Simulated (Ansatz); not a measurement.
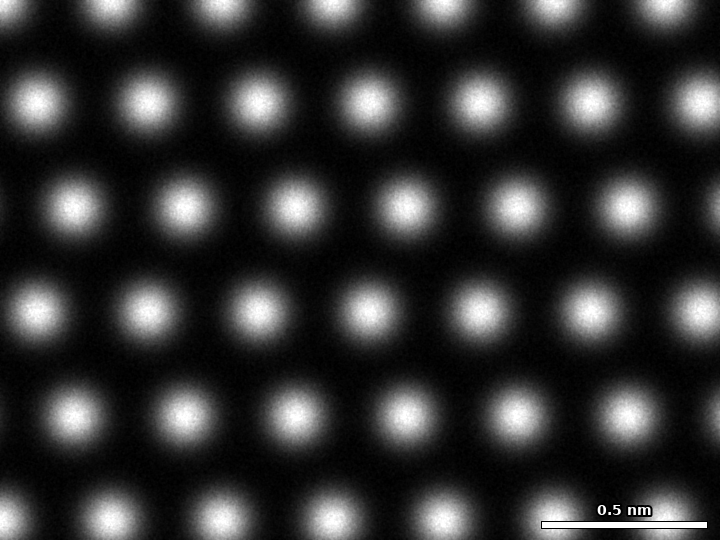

Z-contrast image of Ca (Fm-3m, No. 225) along [110]. Simulation: incoherent imaging, intensity Z^1.6 per atom, probe width 1.30 Å, thin sample. The probe carries 25 % of its weight in a tail 2.5 times as wide. Shot noise was added.

One planar defect was built into the perfect crystal by geometry alone, without relaxation. Host structure: the geometry given to an electronic-structure calculation, possibly off equilibrium.

> Find the planar defect and say what kind it is.

A planar fault (a stacking fault) runs horizontally about 8 Å below the top edge. The part above it is shifted along the boundary by 2/3 of the 3.38 Å repeat of the rows (2.3 Å to the right, the same as 1.1 Å to the left); both parts keep the same orientation.
